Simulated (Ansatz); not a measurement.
# [PH4]+ (phosphonium): CCSD(T)/3-21G

What is the vertical singlet–triplet gap of [PH4]+ (phosphonium) at CCSD(T)/3-21G? 

Program for the calculation: Ansatz 0.2.0.

### Step 1. Starting point

[PH4]+: 5 atoms, total charge +1, spin state singlet. SMILES: `[PH4+]`. The coordinates come from a GFN2-xTB relaxation.

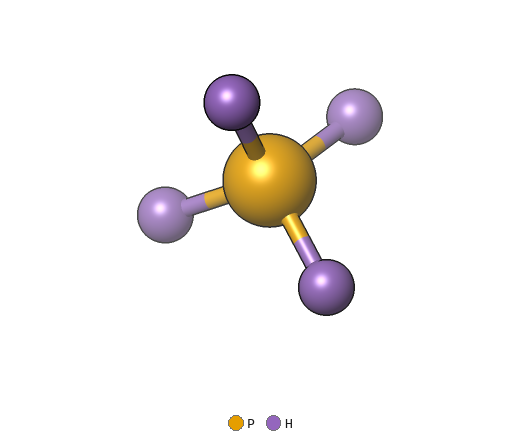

The structure, seen from a chosen angle (phosphorus amber, hydrogen purple).

### Step 2. A single-point energy at CCSD(T)/3-21G

The input, job.yaml:

```yaml
basis:
  gaussian: {orbitals: 3-21G.json}
crystal:
  periodic: [false, false, false]
  atoms:
    - {symbol: P, position_ang: [-0.000020, -0.000000, 0.000050]}
    - {symbol: H, position_ang: [1.357460, -0.061330, 0.210450]}
    - {symbol: H, position_ang: [-0.617320, -1.016050, 0.691010]}
    - {symbol: H, position_ang: [-0.261860, -0.133750, -1.343340]}
    - {symbol: H, position_ang: [-0.478250, 1.211140, 0.441830]}
total_charge: 1
correlation: {method: ccsd_t, frozen_orbitals: {H: 0, P: 5}}
accuracy: high
scf: {omitted_lower_state_checks: [cluster_reference, increment]}
```

The basis set 3-21G is read from a file made from the Basis Set Exchange's data (not shown).

On the command line:

```sh
$ ansatz run job.yaml --threads 1 --pin off --max-ram 2610MiB --events-out events.jsonl --progress --plain --runs-dir runs
```

The program printed:

```text
Warning: RAYON_NUM_THREADS=1 ignored (pool sized by the plan → 1); use --threads N
Functional definition: HF
  name "HF"
  exchange = exact_x
  correlation = 0
these checks for a lower state are left out or cut short: cluster_reference, increment
423 factors; integrals over basis functions are off by at most 4.4e-9 eV
mean field evaluation 1: about -9278.6786 eV, gradient 9.7e0 eV
mean field evaluation 2: about -9278.6706 eV, gradient 9.7e0 eV
mean field evaluation 4: about -9279.0177 eV, gradient 4.6e-1 eV
mean field evaluation 8: about -9279.0188 eV, gradient 5.1e-7 eV
mean field -9279.01884870 eV, -340.9976531450 hartree, gradient 2.1e-8 eV, S^2 0.000000; 0 other end points of the search recorded, 0 dependent functions left out
5 core orbitals not correlated: weight in the atoms' cores, before any rotation towards them, 1.000 or more for the frozen orbitals, at most 0.000 for the correlated occupied ones
reference -9279.01884870 eV, -340.9976531450 hartree; 4, 4 occupied and 12, 12 virtual orbitals, 423 factors
second order -1.91968101 eV of doubles, -0.00000000 eV of singles
cycle   1  -2.35337885 eV  change   -4.3e-1 eV  update   4.8e-2
cycle   2  -2.54690153 eV  change   -1.9e-1 eV  update   1.8e-2
cycle   3  -2.55161866 eV  change   -4.7e-3 eV  update   2.6e-3
cycle   4  -2.55264495 eV  change   -1.0e-3 eV  update   6.5e-4
cycle   5  -2.55265296 eV  change   -8.0e-6 eV  update   1.4e-4
cycle   6  -2.55266826 eV  change   -1.5e-5 eV  update   2.7e-5
cycle   7  -2.55268004 eV  change   -1.2e-5 eV  update   3.4e-6
cycle   8  -2.55267741 eV  change    2.6e-6 eV  update   5.1e-7
cycle   9  -2.55267759 eV  change   -1.8e-7 eV  update   8.6e-8
cycle  10  -2.55267759 eV  change    2.4e-9 eV  update   2.3e-8
cycle  11  -2.55267760 eV  change   -6.7e-9 eV  update   1.2e-8
cycle  12  -2.55267710 eV  change    4.9e-7 eV  update   6.8e-8
cycle  13  -2.55267694 eV  change    1.7e-7 eV  update   2.0e-8
cycle  14  -2.55267693 eV  change    9.8e-9 eV  update   3.7e-9
cycle  15  -2.55267693 eV  change   -2.4e-9 eV  update  9.7e-10
cycle  16  -2.55267693 eV  change  -2.2e-10 eV  update  2.3e-10
perturbative correction -0.02303709 eV, -0.0008465976 hartree
Total energy: -9281.59456273 eV, -341.0923088895 hartree
Checks for a lower state left out: cluster_reference, increment
```

It took 0.18 s on 1 thread of AMD EPYC 7R43 (Zen 3), shared host.

### Step 3. The triplet

The input, job.yaml:

```yaml
crystal:
  periodic: [false, false, false]
  atoms:
    - symbol: P
      position_ang: [-0.000020, -0.000000, 0.000050]
    - symbol: H
      position_ang: [1.357460, -0.061330, 0.210450]
    - symbol: H
      position_ang: [-0.617320, -1.016050, 0.691010]
    - symbol: H
      position_ang: [-0.261860, -0.133750, -1.343340]
    - symbol: H
      position_ang: [-0.478250, 1.211140, 0.441830]
basis:
  gaussian: {orbitals: 3-21G.json}
total_charge: 1
magnetization: {spin_polarized: true, initial_magnetization: 2}
correlation: {method: ccsd_t, frozen_orbitals: {H: 0, P: 5}}
accuracy: high
scf: {omitted_lower_state_checks: [cluster_reference, increment]}
```

The basis set 3-21G is read from a file made from the Basis Set Exchange's data (not shown).

On the command line:

```sh
$ ansatz run job.yaml --threads 1 --pin off --max-ram 2610MiB --events-out events.jsonl --progress --plain --runs-dir runs
```

The program printed:

```text
Warning: RAYON_NUM_THREADS=1 ignored (pool sized by the plan → 1); use --threads N
[... 4 set-up lines as earlier in the session ...]
these checks for a lower state are left out or cut short: cluster_reference, increment
423 factors; integrals over basis functions are off by at most 4.4e-9 eV
mean field evaluation 1: about -9266.0844 eV, gradient 7.3e0 eV
mean field evaluation 2: about -9266.0955 eV, gradient 7.3e0 eV
mean field evaluation 4: about -9266.7590 eV, gradient 1.5e0 eV
mean field evaluation 8: about -9266.7239 eV, gradient 7.7e-1 eV
mean field evaluation 16: about -9268.4744 eV, gradient 2.8e-8 eV
mean field evaluation 32: about -9268.4734 eV, gradient 1.0e0 eV
mean field evaluation 64: about -9268.4735 eV, gradient 6.5e-1 eV
mean field -9268.47661929 eV, -340.6102333598 hartree, gradient 2.2e-8 eV, S^2 2.005680; 6 other end points of the search recorded, 0 dependent functions left out
5 core orbitals not correlated: weight in the atoms' cores, before any rotation towards them, 1.000 or more for the frozen orbitals, at most 0.000 for the correlated occupied ones
reference -9268.47661929 eV, -340.6102333598 hartree; 5, 3 occupied and 11, 13 virtual orbitals, 423 factors
second order -1.60486542 eV of doubles, -0.00000000 eV of singles
cycle   1  -1.98518384 eV  change   -3.8e-1 eV  update   5.0e-2
cycle   2  -2.16815576 eV  change   -1.8e-1 eV  update   2.3e-2
cycle   3  -2.18430040 eV  change   -1.6e-2 eV  update   1.3e-2
cycle   4  -2.19829226 eV  change   -1.4e-2 eV  update   1.1e-2
cycle   5  -2.21759879 eV  change   -1.9e-2 eV  update   9.7e-3
cycle   6  -2.25161197 eV  change   -3.4e-2 eV  update   7.2e-3
cycle   7  -2.26944021 eV  change   -1.8e-2 eV  update   4.3e-3
cycle   8  -2.28033445 eV  change   -1.1e-2 eV  update   2.5e-3
cycle   9  -2.28292460 eV  change   -2.6e-3 eV  update   8.6e-4
cycle  10  -2.28276493 eV  change    1.6e-4 eV  update   3.1e-4
cycle  11  -2.28264422 eV  change    1.2e-4 eV  update   1.4e-4
cycle  12  -2.28281359 eV  change   -1.7e-4 eV  update   5.8e-5
cycle  13  -2.28278734 eV  change    2.6e-5 eV  update   1.3e-5
cycle  14  -2.28279061 eV  change   -3.3e-6 eV  update   5.3e-6
cycle  15  -2.28279046 eV  change    1.5e-7 eV  update   3.5e-6
cycle  16  -2.28279151 eV  change   -1.0e-6 eV  update   2.9e-6
cycle  17  -2.28278945 eV  change    2.1e-6 eV  update   2.6e-6
cycle  18  -2.28279031 eV  change   -8.6e-7 eV  update   1.4e-6
cycle  19  -2.28279139 eV  change   -1.1e-6 eV  update   4.6e-7
cycle  20  -2.28279131 eV  change    8.2e-8 eV  update   2.4e-7
cycle  21  -2.28279155 eV  change   -2.4e-7 eV  update   1.3e-7
cycle  22  -2.28279154 eV  change    7.7e-9 eV  update   6.0e-8
cycle  23  -2.28279158 eV  change   -4.0e-8 eV  update   4.7e-8
cycle  24  -2.28279162 eV  change   -4.1e-8 eV  update   4.2e-8
cycle  25  -2.28279162 eV  change    6.0e-9 eV  update   2.9e-8
cycle  26  -2.28279160 eV  change    2.1e-8 eV  update   3.9e-8
cycle  27  -2.28279123 eV  change    3.6e-7 eV  update   2.7e-7
cycle  28  -2.28279060 eV  change    6.4e-7 eV  update   2.4e-7
cycle  29  -2.28279014 eV  change    4.6e-7 eV  update   1.8e-7
cycle  30  -2.28278987 eV  change    2.7e-7 eV  update   1.4e-7
cycle  31  -2.28278957 eV  change    3.0e-7 eV  update   1.1e-7
cycle  32  -2.28278933 eV  change    2.4e-7 eV  update   7.8e-8
cycle  33  -2.28278933 eV  change   -1.3e-9 eV  update   3.8e-8
cycle  34  -2.28278933 eV  change    1.0e-9 eV  update   2.9e-8
cycle  35  -2.28278932 eV  change    5.1e-9 eV  update   2.4e-8
cycle  36  -2.28278930 eV  change    2.2e-8 eV  update   1.8e-8
cycle  37  -2.28278928 eV  change    1.9e-8 eV  update   1.1e-8
cycle  38  -2.28278927 eV  change    1.1e-8 eV  update   6.6e-9
cycle  39  -2.28278927 eV  change    4.0e-9 eV  update   3.2e-9
cycle  40  -2.28278926 eV  change    2.5e-9 eV  update   1.6e-9
cycle  41  -2.28278926 eV  change    1.0e-9 eV  update  8.6e-10
cycle  42  -2.28278926 eV  change  -3.6e-10 eV  update  4.9e-10
cycle  43  -2.28278926 eV  change  -7.1e-10 eV  update  3.8e-10
cycle  44  -2.28278926 eV  change  -8.4e-10 eV  update  2.9e-10
cycle  45  -2.28278927 eV  change  -5.5e-10 eV  update  1.9e-10
perturbative correction -0.09104086 eV, -0.0033456900 hartree
Total energy: -9270.85044942 eV, -340.6974700079 hartree
Checks for a lower state left out: cluster_reference, increment
```

Run time: 0.55 s. Hardware: 1 thread of AMD EPYC 7R43 (Zen 3), shared host.

### Step 4. Summary of results

Level: CCSD(T)/3-21G, 5 core orbitals frozen.

| quantity | value |
| --- | --- |
| singlet: total energy | -341.09231 Eh |
| singlet: correlation energy (5 core orbitals frozen) | -94.7 mEh |
| singlet: (T) correction | -0.85 mEh |
| singlet: T1 diagnostic | 0.003 |
| triplet: total energy | -340.69747 Eh |
| triplet: correlation energy (5 core orbitals frozen) | -87.2 mEh |
| triplet: (T) correction | -3.35 mEh |
| triplet: ⟨S²⟩ of the reference determinant | 2.006 |
| triplet: T1 diagnostic | 0.035 |
| vertical energy of the triplet above the singlet | 10.744 eV |

**Reading.** At this shape the triplet lies 10.74 eV (1037 kJ/mol) above the singlet. The triples (singlet) make up 0.9 % of the correlation energy. The triples (triplet) make up 3.8 % of the correlation energy.
